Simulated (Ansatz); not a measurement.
# LaCuSeO (P4/nmm): spin-orbit coupling beyond the local functionals

How far does spin-orbit coupling move the gap of LaCuSeO (P4/nmm)?

Calculated with Ansatz 0.2.0; density functionals with and without spin-orbit coupling, plane waves, PAW.

**The experiments to reproduce.**

- Gap 2.82 eV: experimental gap quoted from literature; bulk crystal (quoted in “Optimizing accuracy and efficacy in data-driven materials discovery for the solar production of hydrogen”, 2021, arxiv:2102.01154).

This is a report of a sequence of runs, with most program output left out.

### 1. The structure

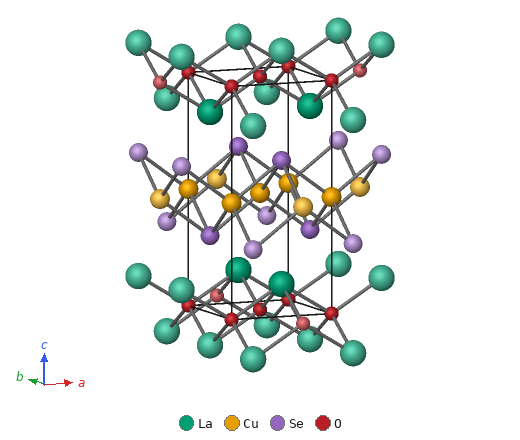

The starting structure, seen slightly off an axis (lanthanum teal, copper orange, selenium purple, oxygen red). Some periodic images of atoms are drawn too.

Structure file:

```cif
data_structure
_symmetry_space_group_name_H-M 'P 1'
_symmetry_Int_Tables_number 1
_cell_length_a 4.0671
_cell_length_b 4.0671
_cell_length_c 8.7975
_cell_angle_alpha 90.000
_cell_angle_beta 90.000
_cell_angle_gamma 90.000
_cell_volume 145.52
loop_
_atom_site_label
_atom_site_type_symbol
_atom_site_fract_x
_atom_site_fract_y
_atom_site_fract_z
_atom_site_occupancy
La1 La 0.50000 0.00000 0.13980 1
La2 La 0.00000 0.50000 0.86020 1
Cu3 Cu 0.50000 0.50000 0.50000 1
Cu4 Cu 0.00000 0.00000 0.50000 1
Se5 Se 0.50000 0.00000 0.66980 1
Se6 Se 0.00000 0.50000 0.33020 1
O7 O 0.50000 0.50000 0.00000 1
O8 O 0.00000 0.00000 0.00000 1
```

The cell and positions come from the Crystallography Open Database and are kept as given unless a step says otherwise. Spin-orbit coupling is left out unless a step names it.

### 2. HSE06, 4×4×2 mesh

This step: DFT, HSE06, plane waves, PAW; PAW set soft_1.

The input, input.yaml:

```yaml
crystal:
  lattice:
    - [4.06712, 0.0, 0.0]
    - [0.0, 4.06712, 0.0]
    - [0.0, 0.0, 8.7975]
  atoms:
    - { symbol: La, position: [0.5, 0.0, 0.1398] }
    - { symbol: La, position: [0.0, 0.5, 0.8602] }
    - { symbol: Cu, position: [0.5, 0.5, 0.5] }
    - { symbol: Cu, position: [0.0, 0.0, 0.5] }
    - { symbol: Se, position: [0.5, 0.0, 0.6698] }
    - { symbol: Se, position: [0.0, 0.5, 0.3302] }
    - { symbol: O, position: [0.5, 0.5, 0.0] }
    - { symbol: O, position: [0.0, 0.0, 0.0] }
kpoints:
  mp_grid: { grid: [4, 4, 2] }
  band_path:
    path:
      - [0.0, 0.0, 0.0]
      - [0.0, 0.5, 0.0]
      - [0.5, 0.5, 0.0]
      - [0.0, 0.0, 0.5]
      - [0.0, 0.5, 0.5]
      - [0.5, 0.5, 0.5]
    npoints: 1
hamiltonian:
  xc: hse06
  pseudopotentials: { kind: paw, azcp: { folder: soft_1 } }
scf:
  occupations: { method: fixed }
  n_extra_bands: 6
output:
  eigenvalues: true
```

Launch:

```sh
$ ansatz run input.yaml --threads 3 --pin off --max-ram 92160MiB --backend cuda --events-out ev --progress --plain --runs-dir out --devices 1 --max-vram 13GiB
```

Wall time 45 s (1 × NVIDIA H100 80GB HBM3 (shared by 6 runs) with 3 threads of AMD EPYC 7R13 (Zen 3), shared host); peak memory 1.4 GiB; 72 s of CPU time.

Numbers from this step:

| Item | Value |
| --- | --- |
| gap | 2.735 eV |
| valence top at | Γ |
| conduction bottom at | Γ |
| least direct gap | 2.735 eV |
| exact-exchange fraction | 0.25 |

The gap is direct, at Γ.

### 3. HSE06+SOC, 4×4×2 mesh

The many-body steps leave out spin-orbit coupling, so its effect is taken from a two-component run, with twice the bands.

This step: DFT, HSE06 with spin-orbit coupling, plane waves, PAW; PAW set soft_1.

input.yaml: that of step 2 with these lines changed.

```diff
@@ -27,6 +27,9 @@
   xc: hse06
-  pseudopotentials: { kind: paw, azcp: { folder: soft_1 } }
+  pseudopotentials: { kind: paw_fr, azcp: { folder: soft_1 } }
 scf:
   occupations: { method: fixed }
-  n_extra_bands: 6
+  n_extra_bands: 12
+magnetization:
+  noncollinear: true
+  spin_orbit: true
 output:
```

It took 2.9 min on 1 × NVIDIA H100 80GB HBM3 (shared by 6 runs) with 3 threads; peak memory 2.7 GiB; 6.5 min of CPU time.

This step gave:

* gap: 2.643 eV
* valence top at: Γ
* conduction bottom at: Γ
* least direct gap: 2.643 eV
* exact-exchange fraction: 0.25

The gap stands −0.09 eV against HSE06.

### 4. Together

Times are wall times on 1 × NVIDIA H100 80GB HBM3 (shared by 6 runs) with 3 threads of AMD EPYC 7R13 (Zen 3), shared host, good to a factor of about two.

| level | gap (eV) | with coupling (eV) | change (eV) | time | with coupling |
| --- | --- | --- | --- | --- | --- |
| HSE06 | 2.73 | 2.64 | −0.09 | 45 s | 2.9 min |

### 5. What came out

```
HSE06     : 2.73 eV
HSE06+SOC : 2.64 eV
```

**Reading.** Spin-orbit coupling changes the gap by −0.09 eV and the least direct gap by −0.09 eV. Against experiment, by HSE06+SOC: the gap of 2.64 eV lies −0.18 eV from the measured 2.82 eV (kind not stated, quoted 2021). The lattice is static and excitons are left out. The runs have no spin polarisation. For a closed low-spin shell that is the natural state; where a d or f shell is open it is a constraint, and the gap is then not the crystal's own.

[Paths, hosts, dates, memory and timing lines, banners, echoed tables and standing remarks are left out of the program output.]

[Logs are printed without paths, hosts, clocks, repeated set-up lines and the standing remarks that a program may print on its own settings, such as how far it seeks lower states.]

[Runs of the session that timed out or met a known fault of the program may be left out.]

[Cells called generated may have been cut or substituted from an entry of the Crystallography Open Database or the Materials Project.]

[Hosts, paths, dates, database ids (printed as entryN), source tags and the programs' standing remarks are cut or masked in the printed files.]
